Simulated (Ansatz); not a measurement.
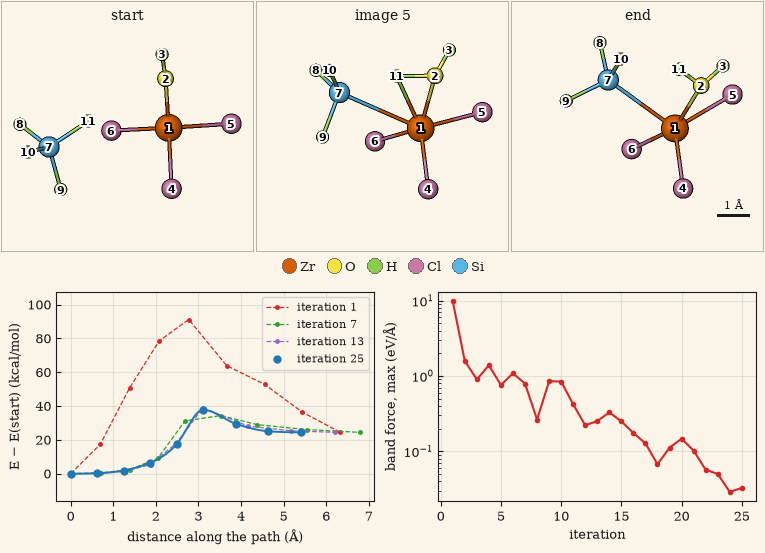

A nudged-elastic-band calculation for ZrSiH5OCl3, made up at the start of ZrHOCl$_{3}$ and SiH4. Images are numbered from 0 (start) to 8 (end). The plot follows the band through its iterations. A ball-and-stick model, seen at a tilt.

Level of theory: RKS PBE-D4/def2-SVP in Ansatz. Set-up: 7 movable images; climbing image; force threshold 0.05 eV/Å; iteration limit 60; spring constant 0.1 eV/Å²; starting path through a guess of the saddle point.

How did the profile develop, and is the result final?

The run is converged, with reservations. The band converged in 25 iterations. The largest component of the band force went from 9.8 to 0.033 eV/Å. The climbing image converged on the top of the path. Its curvatures weren't checked. The spring constant is far from the usual few eV/Å², which spoils the spacing or the steps. The first iteration put the highest image at 91.2 kcal/mol. The highest point, image 5, lies 37.8 kcal/mol above the start and 13.3 kcal/mol above the end; the end is at +24.5 kcal/mol relative to the start.

Limits of the set-up: the start holds two separate molecules, 2.9 Å apart at their closest, whose relative position is a soft coordinate.

The run took 5.9 min on 4 threads of Arm Neoverse V2, with other jobs on the host, peak memory 0.24 GiB.
